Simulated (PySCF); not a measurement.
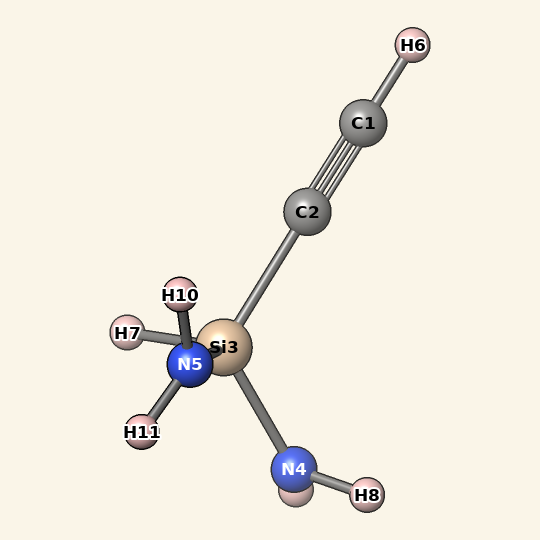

Si3 lies behind N5. The molecule seen a little off the N5–Si3 bond, N5 in front. Depth is shown by fading: the farther an atom, the more it takes the colour of the background. The geometry was computed by an optimisation with PBE0-D3(BJ)/def2-SVP. No frequency run is at hand to confirm it as a minimum.

Q: What is the torsion angle H10–N5–Si3–N4? The sign is positive where the front bond must turn clockwise to cover the back bond.

A: 154°, antiperiplanar (anti).
